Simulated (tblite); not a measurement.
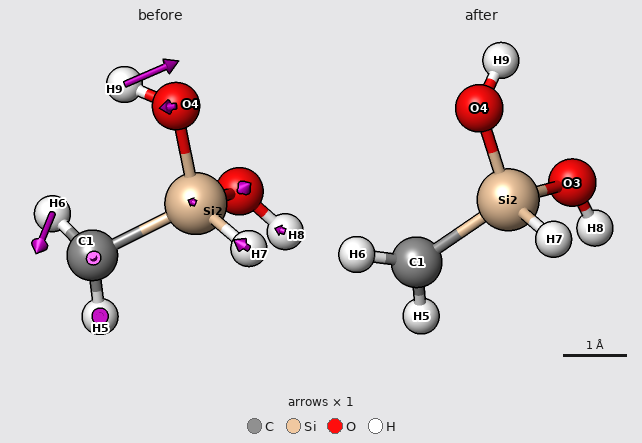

The structure of CH₅O₂Si (multiplicity 2) before (left) and after (right) a relaxation, at one scale. The purple arrows give the displacements, at their true length.

Style: ball-and-stick. Shown at a tilt.

Theory: GFN2-xTB geometry optimisation, gas phase in tblite 0.8.0. 

**Describe what moved and what it gained.**

The atom that moves furthest after the best rigid fit is H6 (1.04 Å). By element the largest moves are H 1.04 Å, O 0.35 Å, C 0.34 Å, Si 0.15 Å. Some distances before and after: Si2–O4 1.716 → 1.623 Å, O3–H8 1.000 → 0.951 Å, Si2–O3 1.687 → 1.638 Å, O4–H9 0.990 → 0.953 Å. Among the angles between lasting bonds that change: Si2–C1–H6 108.2° → 121.7°, Si2–C1–H5 110.4° → 123.1°, Si2–O4–H9 108.7° → 118.6°. Groups turn about Si2–O4 by about 85°, Si2–O3 by about 45°. After 79 geometry steps the energy has fallen by 68.0 kJ/mol.
